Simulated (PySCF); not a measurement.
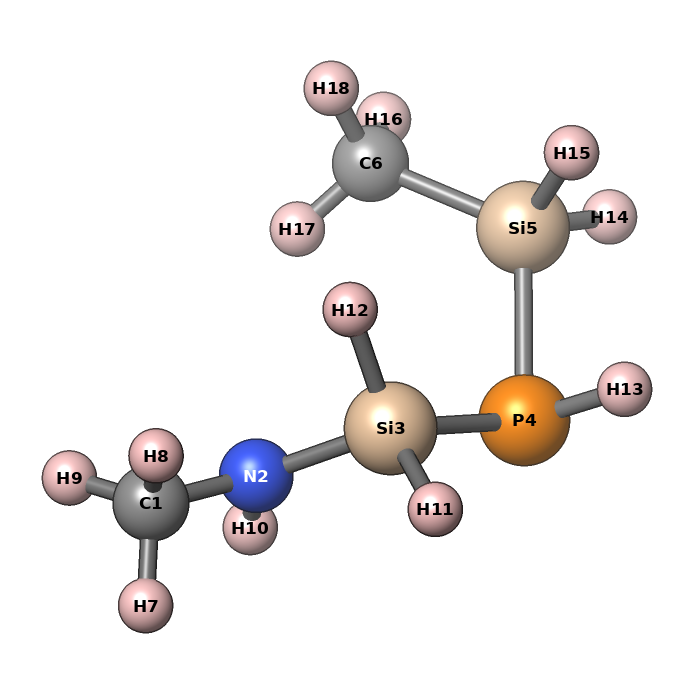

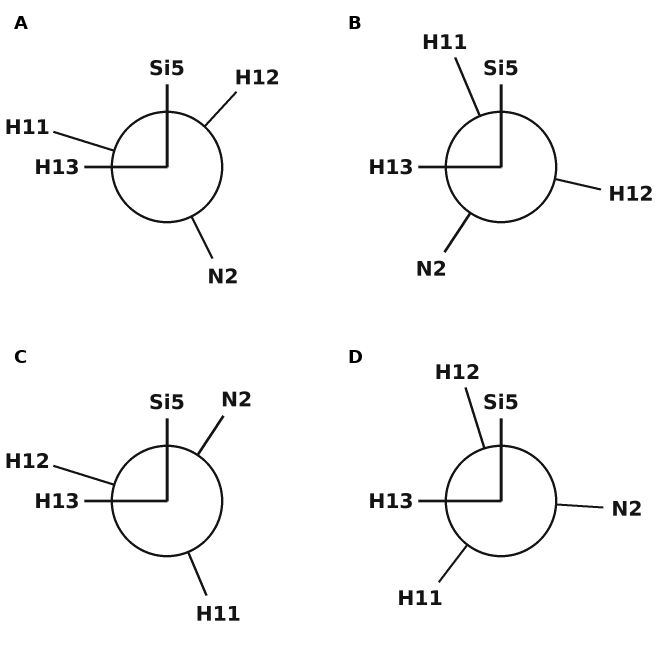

Atoms fade into the background with distance from the viewer. Bonds that would overlap in a projection are set slightly apart. Geometry: a frame of a GFN2-xTB molecular-dynamics simulation, not a minimum.

Which Newman projection shows the view along P4–Si3, with P4 in front?

Answer. D. The torsion angle Si5–P4–Si3–N2 is 94°, about perpendicular.
